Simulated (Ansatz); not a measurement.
**Geometry relaxation of HfNH$_{3}$Cl$_{3}$F (part 2 of 2)**

The same run, continued: HfNH$_{3}$Cl$_{3}$F; RKS PBE/def2-SVP (Ansatz 0.2.0). It belongs to a series of runs on one base structure; here: end point B relaxed.

Geometry of the input (Å):
```
Hf -0.6249  -0.0730  -0.4615
F  -0.0345  1.1819  2.3923
Cl 1.3550  -1.1894  0.1463
Cl -0.5105  2.2068  -1.0165
Cl -1.3286  -1.1525  -2.4217
N  -2.1611  -0.4229  1.0072
H  -2.3996  -1.3683  1.3421
H  -3.0023  0.1708  1.0710
H  -0.8039  0.6466  2.4483
```

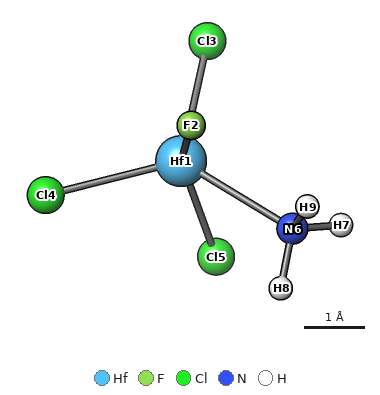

**Figure 1.** The geometry at step 18 of the log (ball-and-stick view, seen at a tilt; atoms are numbered from 1 in the order of the input).

Trajectory as extended XYZ, continued
```
9
Properties=species:S:1:pos:R:3:forces:R:3 step=7 energy=-43105.04800
Hf   -0.3337    0.1827   -0.1153    0.3519   0.2904   0.2993
F    -0.1520    0.9130    1.7919    0.9657   0.2314  -0.7730
Cl    1.5548   -1.2067    0.0596    0.1864  -0.0010  -0.0632
Cl   -0.3262    2.3277   -1.0743    0.1260   0.1196  -0.1335
Cl   -1.4142   -0.9768   -1.9173   -0.1278   0.0293   0.2755
N    -2.0837   -0.2800    1.2883   -4.1494  -5.3701  -4.0571
H    -2.2704   -1.3014    1.5504    0.4168   1.5771  -0.2578
H    -2.9827    0.1480    1.0799   -0.3029   0.3371   0.0547
H    -1.5023    0.1935    1.8443    2.5332   2.7861   4.6550
9
Properties=species:S:1:pos:R:3:forces:R:3 step=8 energy=-43105.62109
Hf   -0.2748    0.2153   -0.1087   -0.1208   0.1241   0.5658
F    -0.1001    0.9323    1.7848    0.2587  -0.1183  -0.7497
Cl    1.6532   -1.1421    0.0020   -0.0060   0.0853  -0.1000
Cl   -0.2015    2.3422   -1.1297    0.0917  -0.0825  -0.0455
Cl   -1.5336   -0.9774   -1.7612    0.0344   0.0237   0.0309
N    -2.1413   -0.3368    1.2592    0.0613   0.1736  -1.0302
H    -2.3167   -1.3077    1.5056    0.1140  -0.4195   0.1989
H    -3.0527    0.0887    1.0337    0.2468   0.1590   0.1392
H    -1.5428    0.1855    1.9216   -0.6801   0.0546   0.9907
9
Properties=species:S:1:pos:R:3:forces:R:3 step=10 energy=-43105.91789
Hf   -0.2420    0.2445   -0.0759   -0.0241   0.0051  -0.0127
F    -0.0192    0.9542    1.7293    0.2125   0.1281   0.0529
Cl    1.7156   -1.0857   -0.1066   -0.1095   0.0722  -0.0349
Cl   -0.0820    2.3150   -1.2123    0.0035  -0.1341   0.0352
Cl   -1.6129   -0.9774   -1.6452    0.0049   0.0086   0.0346
N    -2.1282   -0.3233    1.2824    0.1603   1.4143  -0.1240
H    -2.2743   -1.3088    1.4071   -0.1127  -1.1437   0.2357
H    -3.0368    0.0553    0.9498    0.3499  -0.0189   0.2168
H    -1.8304    0.1262    2.1789   -0.4847  -0.3317  -0.4037
9
Properties=species:S:1:pos:R:3:forces:R:3 step=11 energy=-43105.95694
Hf   -0.2332    0.2763   -0.0272    0.0503  -0.1511  -0.4067
F     0.0712    1.0225    1.7404   -0.0748   0.0075   0.1071
Cl    1.7289   -1.0127   -0.2021   -0.0225  -0.0613   0.0600
Cl    0.0294    2.2489   -1.2832   -0.0754   0.0623   0.0175
Cl   -1.6609   -0.9670   -1.5556    0.0810   0.0426  -0.0235
N    -2.1347   -0.3308    1.2705   -0.0256   0.3356   0.6464
H    -2.2835   -1.3418    1.3924   -0.0269  -0.1037  -0.1810
H    -3.0383    0.0529    0.9502    0.0754  -0.1128  -0.1624
H    -1.9890    0.0517    2.2219    0.0185  -0.0190  -0.0573
9
Properties=species:S:1:pos:R:3:forces:R:3 step=12 energy=-43105.97768
Hf   -0.2114    0.2767   -0.0485   -0.2178  -0.2309  -0.3354
F     0.0694    1.0100    1.7140    0.0834   0.1592   0.3171
Cl    1.7304   -1.0598   -0.1684   -0.0505   0.0242   0.0093
Cl   -0.0231    2.2856   -1.2747   -0.0127  -0.0466   0.0403
Cl   -1.6497   -0.9657   -1.5689    0.0691   0.0565   0.0588
N    -2.1288   -0.3176    1.3013   -0.0171   0.1343  -0.0600
H    -2.2701   -1.3362    1.3716   -0.0100  -0.0110  -0.0456
H    -3.0169    0.0570    0.9226    0.1690  -0.0879   0.0519
H    -2.0101    0.0500    2.2585   -0.0135   0.0021  -0.0364
9
Properties=species:S:1:pos:R:3:forces:R:3 step=13 energy=-43105.98376
Hf   -0.2269    0.2662   -0.0528    0.0843   0.1288   0.2280
F     0.0881    1.0294    1.7149   -0.0551  -0.0576  -0.0870
Cl    1.7085   -1.0744   -0.1500    0.0039  -0.0252  -0.0175
Cl   -0.0464    2.2832   -1.2595   -0.0104  -0.0007  -0.0280
Cl   -1.6467   -0.9626   -1.5729   -0.0667  -0.0502  -0.0544
N    -2.1152   -0.3131    1.2970   -0.0384  -0.0292   0.0032
H    -2.2606   -1.3330    1.3575    0.0245   0.0165  -0.0097
H    -3.0005    0.0549    0.9159    0.0247   0.0102  -0.0136
H    -2.0106    0.0494    2.2574    0.0332   0.0074  -0.0208
9
Properties=species:S:1:pos:R:3:forces:R:3 step=15 energy=-43105.98628
Hf   -0.2263    0.2752   -0.0437    0.0017   0.0102   0.0166
F     0.0646    1.0482    1.7186    0.0003   0.0055  -0.0038
Cl    1.6947   -1.0878   -0.1372   -0.0007  -0.0042   0.0017
Cl   -0.0406    2.2781   -1.2752    0.0014  -0.0006  -0.0018
Cl   -1.6602   -0.9453   -1.5704   -0.0086  -0.0036  -0.0085
N    -2.1074   -0.3203    1.2965   -0.0038  -0.0101   0.0010
H    -2.2505   -1.3402    1.3465    0.0014  -0.0022  -0.0061
H    -2.9889    0.0549    0.9150    0.0035   0.0004  -0.0006
H    -1.9957    0.0372    2.2574    0.0047   0.0046   0.0018
9
Properties=species:S:1:pos:R:3:forces:R:3 step=16 energy=-43105.98638
Hf   -0.2268    0.2768   -0.0429    0.0007  -0.0030   0.0039
F     0.0636    1.0521    1.7184   -0.0030   0.0058  -0.0044
Cl    1.6918   -1.0901   -0.1335   -0.0026  -0.0007   0.0017
Cl   -0.0404    2.2780   -1.2773    0.0027   0.0003  -0.0008
Cl   -1.6619   -0.9432   -1.5706   -0.0023   0.0026  -0.0026
N    -2.1063   -0.3216    1.2964    0.0020  -0.0048   0.0074
H    -2.2498   -1.3416    1.3439    0.0019  -0.0007  -0.0036
H    -2.9873    0.0551    0.9154    0.0013   0.0013   0.0019
H    -1.9931    0.0346    2.2578   -0.0008  -0.0010  -0.0033
9
Properties=species:S:1:pos:R:3:forces:R:3 step=17 energy=-43105.98672
Hf   -0.2297    0.2825   -0.0413    0.0033  -0.0272  -0.0301
F     0.0560    1.0728    1.7139   -0.0108   0.0065  -0.0072
Cl    1.6804   -1.0979   -0.1177   -0.0083   0.0067   0.0032
Cl   -0.0324    2.2748   -1.2887    0.0057   0.0024   0.0016
Cl   -1.6705   -0.9315   -1.5733    0.0136   0.0199   0.0184
N    -2.1016   -0.3272    1.2980    0.0144  -0.0066   0.0261
H    -2.2453   -1.3479    1.3312   -0.0030   0.0113   0.0047
H    -2.9818    0.0558    0.9218   -0.0056   0.0015   0.0071
H    -1.9856    0.0186    2.2635   -0.0093  -0.0146  -0.0239
9
Properties=species:S:1:pos:R:3:forces:R:3 step=18 energy=-43105.98762
Hf   -0.2414    0.3073   -0.0385    0.0316  -0.0804  -0.0956
F     0.0124    1.1778    1.6854   -0.0607  -0.0366  -0.0807
Cl    1.6298   -1.1337   -0.0389   -0.0582   0.0574   0.0039
Cl    0.0143    2.2605   -1.3421    0.0172  -0.0173   0.0160
Cl   -1.7160   -0.8696   -1.5851    0.0833   0.0868   0.0899
N    -2.0787   -0.3581    1.3055    0.0450  -0.0625   0.1441
H    -2.2296   -1.3811    1.2756   -0.0054   0.1524   0.0413
H    -2.9562    0.0575    0.9569    0.0050  -0.0180   0.0459
H    -1.9449   -0.0608    2.2886   -0.0579  -0.0818  -0.1649
9
Properties=species:S:1:pos:R:3:forces:R:3 step=19 energy=-43105.99003
Hf   -0.2441    0.3102   -0.0414    0.0487  -0.0529  -0.0692
F    -0.0053    1.1982    1.6766   -0.0604  -0.0388  -0.0984
Cl    1.6246   -1.1342   -0.0249   -0.0676   0.0555   0.0041
Cl    0.0348    2.2526   -1.3574    0.0176  -0.0192   0.0223
Cl   -1.7243   -0.8489   -1.5922    0.0708   0.0746   0.0862
N    -2.0753   -0.3661    1.3093    0.0288  -0.0931   0.1446
H    -2.2309   -1.3888    1.2717    0.0000   0.1752   0.0416
H    -2.9543    0.0556    0.9709    0.0209  -0.0212   0.0509
H    -1.9354   -0.0785    2.2949   -0.0587  -0.0802  -0.1820
9
Properties=species:S:1:pos:R:3:forces:R:3 step=21 energy=-43106.02903
Hf   -0.2766    0.3671   -0.0764    0.1172   0.4282   0.2177
F    -0.2554    1.4694    1.5504   -0.0647  -0.2801  -0.5220
Cl    1.5037   -1.1730    0.1538   -0.1340   0.0862   0.0029
Cl    0.3040    2.1656   -1.5319    0.0196  -0.1927   0.2151
Cl   -1.8333   -0.5658   -1.6708   -0.0141   0.0122   0.1314
N    -2.0128   -0.4827    1.3528   -0.2589  -0.1260   0.1250
H    -2.2170   -1.4971    1.2599    0.0850   0.3060   0.0351
H    -2.9076   -0.0066    1.1169    0.3209  -0.1553   0.1221
H    -1.8152   -0.2769    2.3526   -0.0711  -0.0785  -0.3272
9
Properties=species:S:1:pos:R:3:forces:R:3 step=22 energy=-43106.06613
Hf   -0.3073    0.4106   -0.1124    0.1016   0.5294   0.3537
F    -0.3816    1.5924    1.4581   -0.0618  -0.4345  -0.6156
Cl    1.4164   -1.1756    0.2317   -0.1535   0.1083  -0.0131
Cl    0.4963    2.1534   -1.5456   -0.1138  -0.3362   0.1699
Cl   -1.9530   -0.5050   -1.6270    0.1230   0.1644   0.0040
N    -1.9748   -0.5295    1.3519   -0.2654  -0.0290   0.2685
H    -2.1784   -1.5400    1.2310    0.0940   0.2775   0.0339
H    -2.8795   -0.0471    1.1676    0.3648  -0.1915   0.1060
H    -1.7484   -0.3592    2.3522   -0.0890  -0.0883  -0.3073
9
Properties=species:S:1:pos:R:3:forces:R:3 step=23 energy=-43106.12496
Hf   -0.3358    0.4454   -0.1183   -0.0196   0.6530   0.1684
F    -0.5342    1.6936    1.3832    0.0464  -0.4085  -0.6140
Cl    1.3278   -1.1834    0.3039   -0.0906   0.0598   0.0118
Cl    0.6265    2.0664   -1.5992   -0.1014  -0.2972   0.2446
Cl   -2.0024   -0.3497   -1.6747    0.1413   0.1255   0.1898
N    -1.9329   -0.5660    1.3794   -0.2712  -0.0790   0.1012
H    -2.1124   -1.5724    1.2177    0.0426   0.1610   0.0745
H    -2.8488   -0.0971    1.2340    0.2790  -0.1488   0.0725
H    -1.6981   -0.4368    2.3814   -0.0265  -0.0659  -0.2489
9
Properties=species:S:1:pos:R:3:forces:R:3 step=24 energy=-43106.18352
Hf   -0.3730    0.5023   -0.1294   -0.0556   0.5744   0.0070
F    -0.6590    1.8124    1.2903    0.0361  -0.4218  -0.4916
Cl    1.2223   -1.1636    0.3993   -0.0048   0.0083   0.0118
Cl    0.7797    1.9703   -1.6318   -0.1258  -0.2471   0.2508
Cl   -2.0793   -0.2030   -1.6725    0.1323   0.1068   0.1543
N    -1.8975   -0.6187    1.3801   -0.1643   0.0956   0.1108
H    -2.0620   -1.6222    1.2057    0.0643   0.0552   0.0238
H    -2.8244   -0.1648    1.2960    0.1398  -0.0933   0.0363
H    -1.6172   -0.5127    2.3696   -0.0221  -0.0781  -0.1031
9
Properties=species:S:1:pos:R:3:forces:R:3 step=26 energy=-43106.23173
Hf   -0.4232    0.5471   -0.1669   -0.0189  -0.0125   0.0262
F    -0.8291    1.8981    1.1382    0.0136   0.0317  -0.0108
Cl    1.1273   -1.1403    0.4771    0.0023  -0.0092   0.0045
Cl    0.9479    1.8462   -1.5921    0.0281   0.0293  -0.0262
Cl   -2.1539   -0.0434   -1.6922   -0.0073  -0.0028  -0.0100
N    -1.8676   -0.6404    1.3940   -0.0207  -0.0277   0.0133
H    -1.9809   -1.6421    1.1806    0.0011   0.0044  -0.0023
H    -2.8170   -0.2380    1.4077    0.0091  -0.0102   0.0121
H    -1.5137   -0.5874    2.3610   -0.0073  -0.0030  -0.0069
9
Properties=species:S:1:pos:R:3:forces:R:3 step=27 energy=-43106.23222
Hf   -0.4286    0.5533   -0.1686    0.0141   0.0407  -0.0070
F    -0.8323    1.9261    1.1144   -0.0048  -0.0272  -0.0008
Cl    1.1095   -1.1418    0.4903    0.0150   0.0002  -0.0040
Cl    0.9619    1.8417   -1.5925   -0.0105  -0.0248   0.0126
Cl   -2.1563   -0.0296   -1.6999   -0.0015  -0.0064   0.0093
N    -1.8665   -0.6468    1.3989   -0.0331   0.0299   0.0043
H    -1.9741   -1.6465    1.1736   -0.0006   0.0081  -0.0042
H    -2.8188   -0.2509    1.4271    0.0233  -0.0194   0.0048
H    -1.5052   -0.6055    2.3640   -0.0019  -0.0011  -0.0149
9
Properties=species:S:1:pos:R:3:forces:R:3 step=28 energy=-43106.23262
Hf   -0.4267    0.5561   -0.1663   -0.0026  -0.0035   0.0016
F    -0.8327    1.9244    1.1198    0.0009   0.0003  -0.0004
Cl    1.1179   -1.1323    0.4951    0.0018   0.0015   0.0001
Cl    0.9604    1.8356   -1.5986   -0.0012  -0.0005   0.0008
Cl   -2.1554   -0.0386   -1.6929    0.0012   0.0003   0.0004
N    -1.8690   -0.6442    1.3968    0.0043   0.0047  -0.0044
H    -1.9842   -1.6400    1.1591   -0.0027  -0.0035  -0.0014
H    -2.8181   -0.2437    1.4344   -0.0023   0.0009   0.0019
H    -1.5024   -0.6175    2.3600    0.0006  -0.0003   0.0014
```

Results in brief

- outcome: converged
- total energy: −43106.2327 eV
- mean-field energy: −43106.2327 eV
- largest force (length of the vector) at the end: 0.008 eV/Å
- hardware: 4 threads of Arm Neoverse V1, 24 GiB of memory available, shared host
- wall time: 60 s (CPU time 3.7 min)
- peak memory: 0.21 GiB
